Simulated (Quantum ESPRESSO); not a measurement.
# O K ELNES/XANES of Ho2BiO2 (I4/mmm) from DFT

What does one-electron theory with a core hole give for the O K edge of Ho2BiO2 (I4/mmm)?

Main program and level: Quantum ESPRESSO 7.5; X-ray absorption near-edge structure, plane-wave PAW LDA, one-electron final states by a Lanczos continued fraction, without spin-orbit coupling.

## 1. The structure

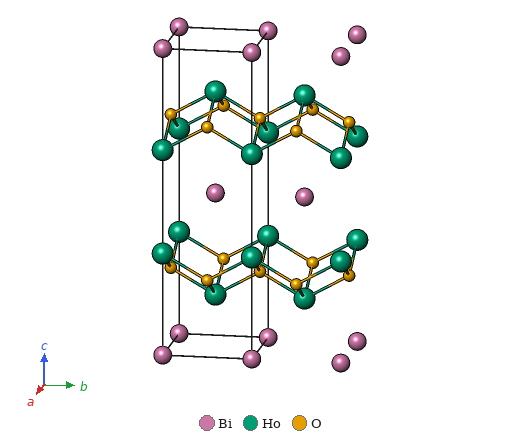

The starting structure, seen slightly off an axis (bismuth pink, holmium teal, oxygen orange). 1×2×1 cells are drawn. This picture shows the conventional cell, with its axes. Some periodic images of atoms are drawn too.

As a file:

```cif
data_structure
_symmetry_space_group_name_H-M 'I4/mmm'
_symmetry_Int_Tables_number 139
_cell_length_a 3.8398
_cell_length_b 3.8398
_cell_length_c 13.3948
_cell_angle_alpha 90.000
_cell_angle_beta 90.000
_cell_angle_gamma 90.000
_cell_volume 197.49
loop_
_atom_site_label
_atom_site_type_symbol
_atom_site_symmetry_multiplicity
_atom_site_Wyckoff_symbol
_atom_site_fract_x
_atom_site_fract_y
_atom_site_fract_z
_atom_site_occupancy
Bi1 Bi 2 a 0.00000 0.00000 0.00000 1
Ho1 Ho 4 e 0.00000 0.00000 0.33135 1
O1 O 4 d 0.50000 0.00000 0.25000 1
```

## 2. The field without a hole

A plain self-consistent run shows whether there is a gap, which decides the set-up of the core-hole run.

File scf.in:

```
&control
   calculation='scf', prefix='x', pseudo_dir='../pp', outdir='tmp', tprnfor=.true.
/
&system
   ibrav=0, nat=5, ntyp=4, nbnd=30
   ecutwfc=50, ecutrho=510
   occupations='smearing', smearing='mv', degauss=0.015
/
&electrons
   conv_thr=5.0e-08, electron_maxstep=120
   mixing_beta=0.5
/
ATOMIC_SPECIES
Bi 1.0 Bi.lda-dn-kjpaw.UPF
Ho 1.0 Ho.lda-spdn-kjpaw.UPF
O3 1.0 O.lda-n-kjpaw.UPF
O 1.0 O.lda-n-kjpaw.UPF
CELL_PARAMETERS angstrom
  -1.91990171 1.91990171 6.69739215
  1.91990171 -1.91990171 6.69739215
  1.91990171 1.91990171 -6.69739215
ATOMIC_POSITIONS crystal
Bi   0.00000000 0.00000000 0.00000000
Ho   0.33134614 0.33134614 0.00000000
Ho   0.66865386 0.66865386 0.00000000
O3   0.25000000 0.75000000 0.50000000
O    0.75000000 0.25000000 0.50000000
K_POINTS automatic
10 10 10 0 0 0
```

File Bi.lda-dn-kjpaw.ld1.in:

```
&input
   title='Bi', zed=83., rel=1, iswitch=3, dft='PZ',
   config='[Xe] 4f14 6s2 6p3 5d10'
/
&inputp
   file_pseudopw='Bi.lda-dn-kjpaw.UPF', author='',
   lpaw=.true.,
   pseudotype=3,
   lloc=-1,
   rcloc=2.1,
   which_augfun='PSQ',
   rmatch_augfun_nc=.true.,
   nlcc=.true.,
   new_core_ps=.true.,
   rcore=1.6,
   tm=.true.,
   lgipaw_reconstruction=.true., use_paw_as_gipaw=.true.
/
6
6S  1  0  2.00  0.00  1.70  2.00  0.0
6S  1  0  0.00  4.00  1.70  2.00  0.0
6P  2  1  3.00  0.00  2.20  2.40  0.0
6P  2  1  0.00  6.00  2.20  2.40  0.0
5D  3  2 10.00  0.00  0.90  1.60  0.0
5D  3  2  0.00  6.00  0.90  1.60  0.0
```

File Ho.lda-spdn-kjpaw.ld1.in:

```
&input
   title='Ho', zed=67., rel=1, iswitch=3, dft='PZ',
   config='[Xe] 4f10.0 5d1.0 6s1.5 6p0.5'
/
&inputp
   file_pseudopw='Ho.lda-spdn-kjpaw.UPF', author='',
   lpaw=.true.,
   pseudotype=3,
   lloc=-1,
   rcloc=2.0,
   which_augfun='PSQ',
   rmatch_augfun_nc=.true.,
   nlcc=.true.,
   new_core_ps=.true.,
   rcore=1.1,
   tm=.true.,
   lgipaw_reconstruction=.true., use_paw_as_gipaw=.true.
/
6
5S  1  0  2.00  0.00  1.20  1.60  0.0
6S  2  0  1.50  0.00  1.20  1.60  0.0
5P  2  1  6.00  0.00  1.20  1.70  0.0
6P  3  1  0.50  0.00  1.20  1.70  0.0
5D  3  2  1.00  0.00  1.20  2.00  0.0
5D  3  2  0.00  2.00  1.20  2.00  0.0
```

File O.lda-n-kjpaw.ld1.in:

```
&input
   title='O', zed=8., rel=1, iswitch=3, dft='PZ',
   config='[He] 2s2 2p4'
/
&inputp
   file_pseudopw='O.lda-n-kjpaw.UPF', author='',
   lpaw=.true.,
   pseudotype=3,
   lloc=-1,
   rcloc=1.1,
   which_augfun='PSQ',
   rmatch_augfun_nc=.true.,
   nlcc=.true.,
   new_core_ps=.true.,
   rcore=0.7,
   tm=.true.,
   lgipaw_reconstruction=.true., use_paw_as_gipaw=.true.
/
4
2S  1  0  2.00  0.00  1.00  1.30  0.0
2S  1  0  0.00  1.00  1.00  1.30  0.0
2P  2  1  4.00  0.00  0.90  1.35  0.0
2P  2  1  0.00  0.05  0.90  1.35  0.0
```

On the command line:

```sh
> OMP_NUM_THREADS=1 mpirun --oversubscribe --bind-to none -np 4 pw.x -nk 4 -in scf.in > scf.out
```

The program printed:

```text
     [... banner and references ...]
using ibrav=0 with symmetry is DISCOURAGED, use correct ibrav instead

     G-vector sticks info
     --------------------

     Using Slab Decomposition

     bravais-lattice index     =            0
     lattice parameter (alat)  =      13.6567  a.u.
     unit-cell volume          =     666.3775 (a.u.)^3
     number of atoms/cell      =            5
     number of atomic types    =            4
     number of electrons       =        49.00
     number of Kohn-Sham states=           30
     kinetic-energy cutoff     =      50.0000  Ry
     charge density cutoff     =     510.0000  Ry
     scf convergence threshold =      5.0E-08
     mixing beta               =       0.5000
     number of iterations used =            8  plain     mixing
     Exchange-correlation= SLA  PZ   NOGX NOGC
                           (   1   1   0   0   0   0   0)

     celldm(1)=  13.656734  celldm(2)=   0.000000  celldm(3)=   0.000000
     celldm(4)=   0.000000  celldm(5)=   0.000000  celldm(6)=   0.000000

     crystal axes: (cart. coord. in units of alat)
               a(1) = (  -0.265663   0.265663   0.926740 )
               a(2) = (   0.265663  -0.265663   0.926740 )
               a(3) = (   0.265663   0.265663  -0.926740 )

     reciprocal axes: (cart. coord. in units 2 pi/alat)
               b(1) = (  0.000000  1.882084  0.539526 )
               b(2) = (  1.882084  0.000000  0.539526 )
               b(3) = (  1.882084  1.882084  0.000000 )

     PseudoPot. #1 for Bi:     Pseudo is Projector augmented-wave + core cor, Zval = 15.0

     PseudoPot. #2 for Ho:     Pseudo is Projector augmented-wave + core cor, Zval = 11.0

     ../pp/O.lda-n-kjpaw.UPF
     Pseudo is Projector augmented-wave + core cor, Zval =  6.0
     Shape of augmentation charge: PSQ
     Using radial grid of 1095 points,  4 beta functions with:
                l(1) =   0
                l(2) =   0
                l(3) =   1
                l(4) =   1
     Q(r) pseudized with 0 coefficients

     ../pp/O.lda-n-kjpaw.UPF
     Pseudo is Projector augmented-wave + core cor, Zval =  6.0
     Shape of augmentation charge: PSQ
     Using radial grid of 1095 points,  4 beta functions with:
                l(1) =   0
                l(2) =   0
                l(3) =   1
                l(4) =   1
     Q(r) pseudized with 0 coefficients

     atomic species   valence    mass     pseudopotential
     Bi               15.00     1.00000     Bi( 1.00)
     Ho               11.00     1.00000     Ho( 1.00)
     O3                6.00     1.00000     O ( 1.00)
     O                 6.00     1.00000     O ( 1.00)

      8 Sym. Ops. (no inversion) found

   Cartesian axes

     site n.     atom                  positions (alat units)
         1        Bi     tau(   1) = (   0.0000000   0.0000000   0.0000000  )
         2        Ho     tau(   2) = (  -0.0000000   0.0000000   0.6141432  )
         3        Ho     tau(   3) = (  -0.0000000   0.0000000   1.2393361  )
         4        O3     tau(   4) = (   0.2656630   0.0000000   0.4633698  )
         5        O      tau(   5) = (   0.0000000   0.2656630   0.4633698  )

     number of k points=   102  Marzari-Vanderbilt smearing, width (Ry)=  0.0150

     Number of k-points >= 100: set verbosity='high' to print them.

     Dense  grid:   129503 G-vectors     FFT dimensions: ( 100, 100, 100)

     Smooth grid:    31917 G-vectors     FFT dimensions: (  64,  64,  64)

     Initial potential from superposition of free atoms

     starting charge      48.9635, renormalised to      49.0000
     Starting wfcs are   43 randomized atomic wfcs
     Checking if some PAW data can be deallocated...

     per-process dynamical memory:   178.0 Mb

     Self-consistent Calculation

     iteration #  1     ecut=    50.00 Ry     beta= 0.50
     Davidson diagonalization with overlap
     ethr =  1.00E-02,  avg # of iterations =  2.0

     total energy              =   -2138.46088708 Ry
     estimated scf accuracy    <       1.55819919 Ry

     iteration #  2     ecut=    50.00 Ry     beta= 0.50
     Davidson diagonalization with overlap
     ethr =  3.18E-03,  avg # of iterations =  4.8

     total energy              =   -2138.81759706 Ry
     estimated scf accuracy    <       1.44887903 Ry

     iteration #  3     ecut=    50.00 Ry     beta= 0.50
     Davidson diagonalization with overlap
     ethr =  2.96E-03,  avg # of iterations =  2.3

     total energy              =   -2139.06566659 Ry
     estimated scf accuracy    <       0.06491473 Ry

     iteration #  4     ecut=    50.00 Ry     beta= 0.50
     Davidson diagonalization with overlap
     ethr =  1.32E-04,  avg # of iterations =  5.9

     total energy              =   -2139.11516215 Ry
     estimated scf accuracy    <       0.04701387 Ry

     iteration #  5     ecut=    50.00 Ry     beta= 0.50
     Davidson diagonalization with overlap
     ethr =  9.59E-05,  avg # of iterations =  4.6

     total energy              =   -2139.12782977 Ry
     estimated scf accuracy    <       0.03042748 Ry

[...]
total energy              =   -2139.13236011 Ry
[...]
iteration # 12     ecut=    50.00 Ry     beta= 0.50
     Davidson diagonalization with overlap
     ethr =  1.44E-08,  avg # of iterations =  3.5

     total energy              =   -2139.13236032 Ry
     estimated scf accuracy    <       0.00000194 Ry

     iteration # 13     ecut=    50.00 Ry     beta= 0.50
     Davidson diagonalization with overlap
     ethr =  3.95E-09,  avg # of iterations =  4.7

     total energy              =   -2139.13236063 Ry
     estimated scf accuracy    <       0.00000020 Ry

     iteration # 14     ecut=    50.00 Ry     beta= 0.50
     Davidson diagonalization with overlap
     ethr =  4.09E-10,  avg # of iterations =  4.9

     End of self-consistent calculation

     Number of k-points >= 100: set verbosity='high' to print the bands.

     the Fermi energy is    11.1989 ev

!    total energy              =   -2139.13236072 Ry
     total all-electron energy =    -93772.133268 Ry
     estimated scf accuracy    <          1.3E-09 Ry
     smearing contrib. (-TS)   =      -0.00004000 Ry
     internal energy E=F+TS    =   -2139.13232072 Ry

     The total energy is F=E-TS. E is the sum of the following terms:
     one-electron contribution =    -103.76376254 Ry
     hartree contribution      =      83.10971063 Ry
     xc contribution           =    -162.91627141 Ry
     ewald contribution        =    -271.87260457 Ry
     one-center paw contrib.   =   -1683.68939283 Ry

     convergence has been achieved in  14 iterations

     Forces acting on atoms (cartesian axes, Ry/au):

     atom    1 type  1   force =     0.00000000    0.00000000    0.00000000
     atom    2 type  2   force =     0.00000000    0.00000000   -0.02965689
     atom    3 type  2   force =     0.00000000    0.00000000    0.02965689
     atom    4 type  3   force =     0.00000000    0.00000000   -0.00000000
     atom    5 type  4   force =     0.00000000    0.00000000    0.00000000

     Total force =     0.041941     Total SCF correction =     0.000149

     XML data file, charge density, pseudopotentials, collected wavefunctions

=------------------------------------------------------------------------------=
   JOB DONE.
=------------------------------------------------------------------------------=
```

Wall time 2.2 min (4 MPI ranks of Arm Neoverse V2, shared host); peak memory 0.3 GiB; 8.9 min of CPU time.

Absorbing atoms carry a label of their own (element plus a letter or digit), as the spectrum program needs them as separate species.

The mesh shows no gap, so the system is treated as a metal and the core electron is put at the Fermi level (neutral cell).

## 3. Spectrum without a core hole, 

Without a hole the spectrum is the empty density of states of the right symmetry on the absorber, weighted by matrix elements. It needs only the small cell and serves as the baseline.

File xspectra.in:

```
&input_xspectra
   calculation='xanes_dipole', edge='K'
   prefix='x', outdir='tmp', xiabs=3, xe0=11.1989
   xonly_plot=.false., x_save_file='xanes.sav'
   xniter=3000, xcheck_conv=20, xerror=0.005
   xcoordcrys=.false., xepsilon(1)=1, xepsilon(2)=0, xepsilon(3)=0
/
&plot
   xnepoint=413, xemin=-10, xemax=45, terminator=.true., cut_occ_states=.true.
   xgamma=0.4
/
&pseudos
   filecore='../O.wfc'
/
&cut_occ
   cut_desmooth=0.1, cut_stepl=0.05, cut_stepu=0.05, cut_ierror=1e-5
/
11 11 11 0 0 0
```

On the command line:

```sh
> OMP_NUM_THREADS=1 mpirun --oversubscribe --bind-to none -np 4 xspectra.x -nk 4 -in xspectra.in > xspectra.out
```

The program printed:

```text
     [... banner and references ...]
Reading input_file

     calculation: xanes_dipole

     xepsilon  [cartesian coordinates]:   1.000000   0.000000   0.000000

     xonly_plot: FALSE
        => complete calculation: Lanczos + spectrum plot

     filecore (core-wavefunction file): ../O.wfc

     main plot parameters:
        cut_occ_states: TRUE
        gamma_mode:  constant
        -> using xgamma [eV]:  0.40
        xemin [eV]: -10.00
        xemax [eV]:  45.00
        xnepoint:  413
        xe0 [eV]:  11.198900 (energy zero read in input file)

[...]
|-------------------------------------------------------------
 okvan= T
        |   Norm of the initial Lanczos vector: 0.11467038E+00
[...]
!   => CONVERGED at iter    400 with error=  0.00201968
        |-------------------------------------------------------------
     [... 199 further k-points ...]
        ! k-point #   202:  ( 1.7110,  0.6844,  0.3924),  0.0015,   1
        |-------------------------------------------------------------
 okvan= T
        |   Norm of the initial Lanczos vector: 0.11466645E+00
[...]
|   Estimated error at iter    260:   0.02395148
        |   Estimated error at iter    280:   0.01913595
```

The job ended after 12 min (4 MPI ranks; peak memory 0.05 GiB).

The run was cut off at its time limit.

The time allowed ran out, so this step gives no result.

## 4. Supercell without a hole, the energy reference

The photon energy needs a difference of total energies, so the cell and mesh of the coming hole run are first run without a hole.

File scf.in:

```
&control
   calculation='scf', prefix='x', pseudo_dir='../pp', outdir='tmp', tprnfor=.true.
/
&system
   ibrav=0, nat=10, ntyp=3, nbnd=60
   ecutwfc=50, ecutrho=510
   occupations='smearing', smearing='mv', degauss=0.015
/
&electrons
   conv_thr=1.0e-07, electron_maxstep=120
   mixing_beta=0.5
/
ATOMIC_SPECIES
Bi 1.0 Bi.lda-dn-kjpaw.UPF
Ho 1.0 Ho.lda-spdn-kjpaw.UPF
O 1.0 O.lda-n-kjpaw.UPF
CELL_PARAMETERS angstrom
  3.83980342 -3.83980342 0.00000000
  3.83980342 3.83980342 0.00000000
  -1.91990171 1.91990171 6.69739215
ATOMIC_POSITIONS crystal
Bi   0.00000000 0.00000000 0.00000000
Bi   0.50000000 0.50000000 0.00000000
Ho   0.33134614 0.00000000 0.66269228
Ho   0.83134614 0.50000000 0.66269228
Ho   0.66865386 0.00000000 0.33730772
Ho   0.16865386 0.50000000 0.33730772
O    0.50000000 0.25000000 0.50000000
O    0.00000000 0.75000000 0.50000000
O    0.00000000 0.25000000 0.50000000
O    0.50000000 0.75000000 0.50000000
K_POINTS automatic
5 5 5 0 0 0
```

On the command line:

```sh
> OMP_NUM_THREADS=1 mpirun --oversubscribe --bind-to none -np 4 pw.x -nk 4 -in scf.in > scf.out
```

The program printed:

```text
     [... banner and references ...]
[banner, memory and clock lines left out]
Found identity + ( -0.5000 -0.5000  0.0000) symmetry
     This is a supercell, fractional translations are disabled
     using ibrav=0 with symmetry is DISCOURAGED, use correct ibrav instead

     G-vector sticks info

     bravais-lattice index     =            0
     lattice parameter (alat)  =      10.2618  a.u.
     unit-cell volume          =    1332.7550 (a.u.)^3
[...]
atom    1 type  1   force =     0.00000000    0.00000000    0.00000000
     atom    2 type  1   force =     0.00000000    0.00000000    0.00000000
     atom    3 type  2   force =     0.00000000    0.00000000   -0.02982465
[...]
atom    9 type  3   force =     0.00000004    0.00000004    0.00000000
     atom   10 type  3   force =    -0.00000004   -0.00000004   -0.00000000

     Total force =     0.059648     Total SCF correction =     0.000135

     XML data file, charge density, pseudopotentials, collected wavefunctions
[key lines of the parts left out:]
!    total energy              =   -4278.26559419 Ry
the Fermi energy is    11.2027 ev
convergence has been achieved in  13 iterations
```

Run time: 93 s. Hardware: 4 MPI ranks; peak memory 0.42 GiB; 6.2 min of CPU time.

Reference energy: -2551669.749 eV with the cores included.

## 5. The atom with a core hole

The final state has one core electron fewer, so a PAW data set is made for an atom with that hole.

File O.lda-n-kjpaw-1sch.ld1.in:

```
&input
   title='O', zed=8., rel=1, iswitch=3, dft='PZ',
   config='1s1 2s2 2p5'
/
&inputp
   file_pseudopw='O.lda-n-kjpaw-1sch.UPF', author='',
   lpaw=.true.,
   pseudotype=3,
   lloc=-1,
   rcloc=1.1,
   which_augfun='PSQ',
   rmatch_augfun_nc=.true.,
   nlcc=.true.,
   new_core_ps=.true.,
   rcore=0.7,
   tm=.true.,
   zval=7,
   lgipaw_reconstruction=.true., use_paw_as_gipaw=.true.
/
4
2S  1  0  2.00  0.00  1.00  1.30  0.0
2S  1  0  0.00  1.00  1.00  1.30  0.0
2P  2  1  5.00  0.00  0.90  1.35  0.0
2P  2  1  0.00  0.05  0.90  1.35  0.0
```

On the command line:

```sh
> ld1.x < O.lda-n-kjpaw-1sch.ld1.in > O.lda-n-kjpaw-1sch.ld1.out
```

The program printed:

```text
     [... banner and references ...]
PAW data will be used for GIPAW calculation
     --------------------------- All-electron run ----------------------------

     O
     scalar relativistic calculation

     atomic number is  8.00
     dft =PZ   lsd =0 sic =0 latt =0  beta=0.20 tr2=1.0E-14
     Exchange-correlation= PZ
                           (   1   1   0   0   0   0   0)
     mesh =1095 r(mesh) =  99.04343 a.u. xmin = -7.00 dx = 0.01250
     1 Ry =  13.60569312 eV, c = 137.03599908

     n l     nl                  e(Ry)          e(Ha)          e(eV)
     1 0     1S 1( 1.00)       -41.9355       -20.9678      -570.5619
     2 0     2S 1( 2.00)        -1.9275        -0.9637       -26.2246
     2 1     2P 1( 5.00)        -0.8665        -0.4332       -11.7888

     final scf error:  4.0E-15 reached in  24 iterations

     Etot =    -110.050736 Ry,     -55.025368 Ha,   -1497.316544 eV

     Ekin =     109.503055 Ry,      54.751527 Ha,    1489.864957 eV
     Encl =    -270.735536 Ry,    -135.367768 Ha,   -3683.544616 eV
     Eh   =      63.959833 Ry,      31.979916 Ha,     870.217855 eV
     Exc  =     -12.778088 Ry,      -6.389044 Ha,    -173.854739 eV

     normalization and overlap integrals

     s(1S/1S) =  1.000000  <r> =   0.1934  <r2> =    0.0503  r(max) =   0.1266
     s(1S/2S) = -0.000240
     s(2S/2S) =  1.000000  <r> =   1.0741  <r2> =    1.4086  r(max) =   0.8151
     s(2P/2P) =  1.000000  <r> =   1.0981  <r2> =    1.6070  r(max) =   0.7104

     ------------------------ End of All-electron run ------------------------

     --------------------- Generating PAW atomic setup --------------------

      Generating local potential from pseudized AE potential:
      Matching radius rcloc =   1.1000

[...]
(   1   1   0   0   0   0   0)
     mesh =1095 r(mesh) =  99.04343 a.u. xmin = -7.00 dx = 0.01250
     1 Ry =  13.60569312 eV, c = 137.03599908

     n l     nl                  e(Ry)          e(Ha)          e(eV)
[...]
final scf error:  4.0E-15 reached in  24 iterations

     Etot =    -110.050736 Ry,     -55.025368 Ha,   -1497.316544 eV

     Ekin =     109.503055 Ry,      54.751527 Ha,    1489.864957 eV
     Encl =    -270.735536 Ry,    -135.367768 Ha,   -3683.544616 eV
     Eh   =      63.959833 Ry,      31.979916 Ha,     870.217855 eV
     Exc  =     -12.778088 Ry,      -6.389044 Ha,    -173.854739 eV

     normalization and overlap integrals

     s(1S/1S) =  1.000000  <r> =   0.1934  <r2> =    0.0503  r(max) =   0.1266
     s(1S/2S) = -0.000240
     s(2S/2S) =  1.000000  <r> =   1.0741  <r2> =    1.4086  r(max) =   0.8151
     s(2P/2P) =  1.000000  <r> =   1.0981  <r2> =    1.6070  r(max) =   0.7104

     ------------------------ End of All-electron run ------------------------

     ---------------------- Testing the pseudopotential ----------------------

     O
     scalar relativistic calculation

     atomic number is  8.00   valence charge is  7.00
     dft = SLA  PZ   NOGX NOGC   lsd =0 sic =0 latt =0  beta=0.20 tr2=1.0E-14
     mesh =1095 r(mesh) =  99.04343 xmin = -7.00 dx = 0.01250

     n l     nl             e AE (Ry)        e PS (Ry)    De AE-PS (Ry)
     1 0     2S   1( 2.00)       -1.92747       -1.92748        0.00000
     2 1     2P   1( 5.00)       -0.86646       -0.86647        0.00001

     eps = 5.7E-18  iter =  4

     Etot =    -110.050736 Ry,     -55.025368 Ha,   -1497.316544 eV
     Etotps =   -50.907907 Ry,     -25.453954 Ha,    -692.637362 eV

     Ekin =      48.297585 Ry,      24.148792 Ha,     657.122117 eV
     Encl =    -128.150435 Ry,     -64.075217 Ha,   -1743.575486 eV
     Ehrt =      41.723026 Ry,      20.861513 Ha,     567.670689 eV
     Ecxc =     -12.778083 Ry,      -6.389042 Ha,    -173.854681 eV
     (Ecc =      -0.066544 Ry,      -0.033272 Ha,      -0.905381 eV)

     ---------------------- End of pseudopotential test ----------------------
```

Elapsed: 0.61 s, on 1 MPI rank; peak memory 0.12 GiB.

Removing the core electron and adding it to the valence shell costs the free atom 530.6 eV.

(Continued in part 2 of 3.)

[Banner, clock and machine lines of the logs are left out without a mark of their own.]

[Logs are printed without paths, hosts, clocks, repeated set-up lines and the standing remarks that a program may print on its own settings, such as how far it seeks lower states.]

[Hosts, paths, dates, database ids (printed as entryN), source tags and the programs' standing remarks are cut or masked in the printed files.]

[Lists of maxima count a maximum above −3 eV only where it reaches 4 % of the highest in the window and stands out from its surroundings by 2 % of it (1.5 % where it reaches 55 %); shoulders and weaker maxima are passed over, and of the rest the first, up to two pre-edge ones and the few strongest are named.]
